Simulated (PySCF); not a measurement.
C6H12FNSi2

```xyz
22

C     4.9407   -0.1370   -0.3360
C     3.5498   -0.3449   -0.0020
C     2.3901   -0.5174    0.2774
Si    0.6136   -0.7615    0.6982
C    -0.2798    0.8624    1.2175
Si   -1.3993    0.7843   -0.3297
F    -1.1107    2.0245   -1.3383
N    -3.1096    0.7677   -0.2778
C    -3.8939   -0.1508    0.5079
C    -0.5410   -0.8397   -0.8369
H     5.5580   -0.2499    0.5551
H     5.2589   -0.8660   -1.0810
H     5.0803    0.8658   -0.7393
H     0.4614   -1.8755    1.6446
H    -0.7970    0.8035    2.1718
H     0.3677    1.7335    1.2668
H    -3.5927    1.6321   -0.4656
H    -3.3335   -1.0741    0.6324
H    -4.8316   -0.3788   -0.0038
H    -4.1307    0.2446    1.5021
H    -1.1876   -1.7119   -0.8765
H    -0.0236   -0.7916   -1.7908
```

Geometry: GFN2-xTB.

The calculation used PBE0/pcSseg-1, SCF density, gas phase, non-relativistic in PySCF.

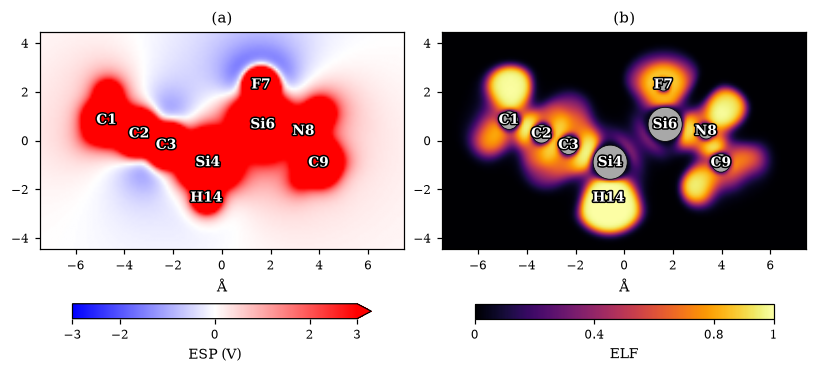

Figure 1. (a) molecular electrostatic potential; (b) electron localisation function on the plane of atoms C3, Si4 and H14. Grey discs cover the atomic cores in the ELF map.

Question: Read the bonding off the picture.

Answer:
- Atoms in the plane: C, Si, F, N and H.
- C–C (1.21 Å): the ELF peaks at about 0.85 between the atoms (a multiple bond).
- C–N (1.44 Å): the ELF peaks at about 0.90 between the atoms: localised, covalent bonding.
- Si–F (1.62 Å): the ELF peaks at about 0.85 in the valence shell of F, 0.5 Å from its nucleus, and is about 0.50 at the midpoint.
- Si–N (1.71 Å): the ELF peaks at about 0.90 between the atoms: a polar covalent bond.
- C–Si (1.84 Å): the ELF peaks at about 0.95 between the atoms; localised, covalent bonding.
- The ELF also peaks beside F7, away from the bonds: lone-pair regions.
- Outside the dense part of the molecule the potential is most negative (−1.5 V) near F7.

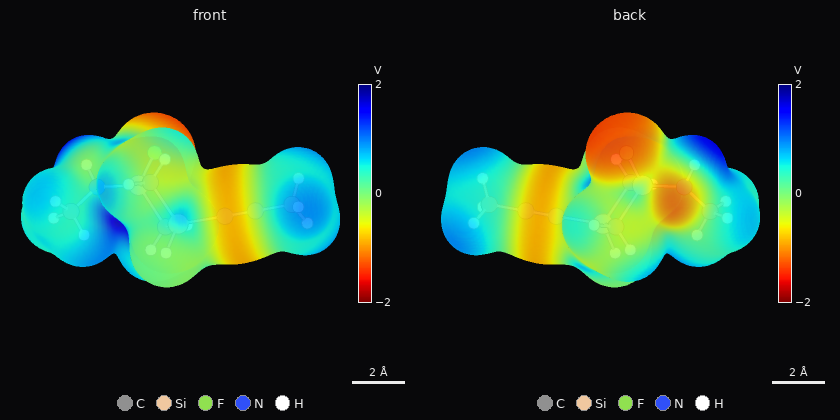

Figure 2. The electrostatic potential painted on the density surface at 0.002 e/bohr³, seen from the front and from behind; red is negative and blue positive.

Question: Where is the surface potential most negative and most positive?

Answer: The most negative region (about −1.3 V) lies over F7, the most positive (about +1.5 V) over Si4, Si6 and H17.

Question: What dipole moment does the calculation give?

Answer: Its dipole moment is 1.29 D.
